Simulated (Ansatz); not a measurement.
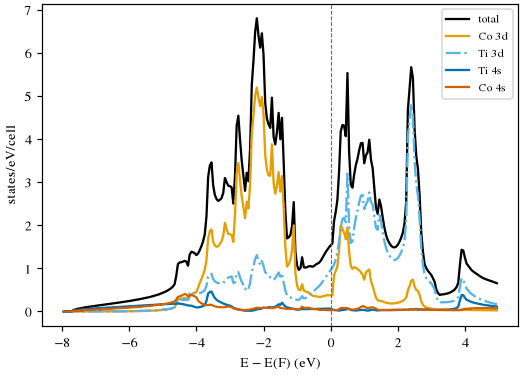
Figure. Total and projected density of states of TiCo (CsCl type, Pm-3m), the program Ansatz at the PBE level (PAW)

Which orbitals carry the states next to the Fermi level?

Within 0.5 eV of the Fermi level: Ti 3d 53 %, Co 3d 37 %, outside the projected shells 5 %. Projections are on Löwdin-orthogonalised atomic valence shells; empty p or d shells of many metals are not among them.

Where is the tallest occupied peak in this window, and what makes it?

Near -2.2 eV, about 6.8 states/eV per cell; the largest projected share is Co 3d.

The cell was relaxed with PBE under the symmetry of its start. The final state is ferromagnetic, chosen from 3 collinear starts compared on coarse meshes (ties went to the first, and starts can fall back to one state), not a proven ground state.

Potentials: the later of the program's two PAW sets.
